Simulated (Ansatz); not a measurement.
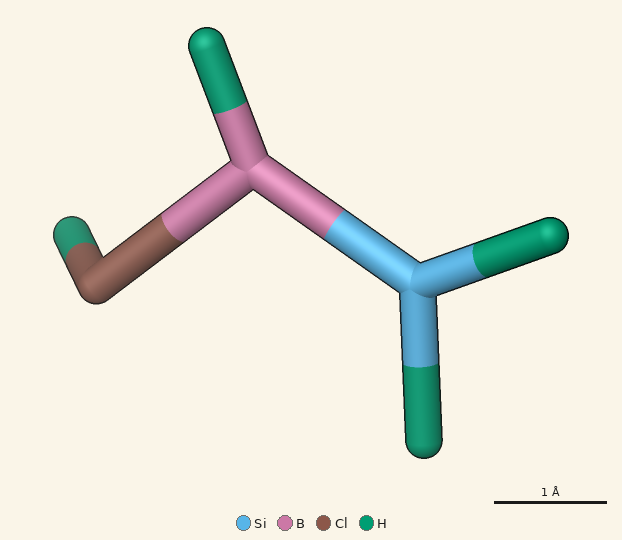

Starting geometry of the run.

The calculation was set up as follows.

```yaml
crystal:
  periodic: [false, false, false]
  atoms:
    - {symbol: Si, position_ang: [-0.628634, 0.303004, 0.128004]}
    - {symbol: B, position_ang: [0.994301, -0.358307, 0.667919]}
    - {symbol: Cl, position_ang: [1.936313, -1.083327, -0.864082]}
    - {symbol: H, position_ang: [-1.109051, 0.170329, -1.269474]}
    - {symbol: H, position_ang: [2.047539, -2.373161, -0.694968]}
    - {symbol: H, position_ang: [-1.529338, 1.105217, 0.988201]}
    - {symbol: H, position_ang: [1.694033, -0.425786, 1.623172]}
basis:
  gaussian: {orbitals: def2-TZVPP}
hamiltonian: {xc: {name: B3LYP}, dispersion: d4}
```

It was started with:

```sh
ansatz run in.yaml --threads 2 --pin off --events-out ev --progress --plain --max-ram 4352MiB
```

Output:

```
Functional definition: B3LYP
  name "B3LYP"
  cite "Stephens, Devlin, Chabalowski & Frisch, J. Phys. Chem. 98, 11623 (1994) doi:10.1021/j100096a001"
  cite "Becke, Phys. Rev. A 38, 3098 (1988) doi:10.1103/PhysRevA.38.3098"
  cite "Lee, Yang & Parr, Phys. Rev. B 37, 785 (1988) doi:10.1103/PhysRevB.37.785"
  cite "Vosko, Wilk & Nusair, Can. J. Phys. 58, 1200 (1980) doi:10.1139/p80-159"
  parameter a0 = 0.2
  parameter ax = 0.72
  parameter ac = 0.81
  exchange = (1 - a0 - ax)*slater_x + ax*b88_x + a0*exact_x
  correlation = (1 - ac)*vwn_rpa_c + ac*lyp_c
1009 factors; their error is unknown
mean field evaluation 1: about -21136.6380 eV, gradient 3.6e1 eV
mean field evaluation 2: about -21130.6284 eV, gradient 5.2e1 eV
mean field evaluation 4: about -21140.7781 eV, gradient 3.8e0 eV
mean field evaluation 8: about -21140.8289 eV, gradient 2.7e-1 eV
mean field evaluation 16: about -21140.8611 eV, gradient 1.5e-4 eV
mean field -21140.86111001 eV, -776.9123160026 hartree, gradient 3.5e-5 eV, S^2 0.000000; 0 other end points of the search recorded, 0 dependent functions left out
reference -21140.86137118 eV, -776.9123256003 hartree; 20, 20 occupied and 151, 151 virtual orbitals, 1009 factors
Total energy: -21141.09486029 eV, -776.9209061671 hartree
```
